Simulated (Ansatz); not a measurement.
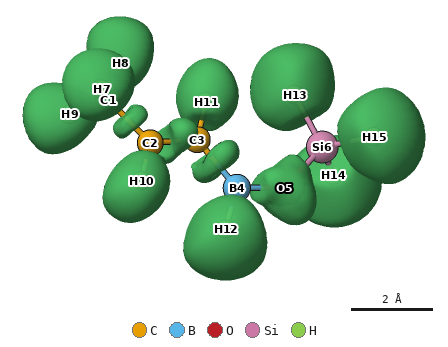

Figure. C$_{3}$H$_{9}$BOSi (SMILES C/C=C/BO[SiH3]). Isosurface of the electron localisation function at 0.8 (green), seen at a tilt. Only the valence region is drawn (cores and ρ < 0.01 e/Å³ removed).

Geometry: r2SCAN-D4/def2-SVP.

Computed with isolated molecule in a Gaussian basis; Kohn-Sham density functional theory, functional PBE0 (Ansatz 0.2.0).

```json
{"atom": "C", "x (Å)": "-2.7001", "y (Å)": "0.0343", "z (Å)": "-1.8799"}
{"atom": "C", "x (Å)": "-1.7288", "y (Å)": "-0.3978", "z (Å)": "-0.8358"}
{"atom": "C", "x (Å)": "-0.4155", "y (Å)": "-0.0817", "z (Å)": "-0.7775"}
{"atom": "B", "x (Å)": "0.4698", "y (Å)": "-0.6101", "z (Å)": "0.3783"}
{"atom": "O", "x (Å)": "1.7991", "y (Å)": "-0.3313", "z (Å)": "0.5027"}
{"atom": "Si", "x (Å)": "3.0056", "y (Å)": "0.5178", "z (Å)": "-0.2790"}
{"atom": "H", "x (Å)": "-3.5400", "y (Å)": "0.5888", "z (Å)": "-1.4254"}
{"atom": "H", "x (Å)": "-2.2312", "y (Å)": "0.6710", "z (Å)": "-2.6449"}
{"atom": "H", "x (Å)": "-3.1535", "y (Å)": "-0.8403", "z (Å)": "-2.3789"}
{"atom": "H", "x (Å)": "-2.1363", "y (Å)": "-1.0381", "z (Å)": "-0.0382"}
{"atom": "H", "x (Å)": "-0.0145", "y (Å)": "0.5591", "z (Å)": "-1.5780"}
{"atom": "H", "x (Å)": "-0.0200", "y (Å)": "-1.3156", "z (Å)": "1.2396"}
{"atom": "H", "x (Å)": "2.5159", "y (Å)": "1.1473", "z (Å)": "-1.5422"}
{"atom": "H", "x (Å)": "4.1085", "y (Å)": "-0.4308", "z (Å)": "-0.5948"}
{"atom": "H", "x (Å)": "3.5014", "y (Å)": "1.5775", "z (Å)": "0.6419"}
```

Describe the localisation domains.

The ELF exceeds this value in one region between bonded B–C atoms (shared pairs), two regions between bonded C–C atoms (shared pairs), nine regions around hydrogen nuclei and one region on O in which the atom's valence shell and bonds are merged.

Values along the shortest contacts:
C–C (1.35 Å): the ELF peaks at about 0.95 between the atoms, as expected for localised, covalent bonding. B–O (1.36 Å): the ELF peaks at about 0.90 between the atoms, as expected for a short, strongly polar bond.
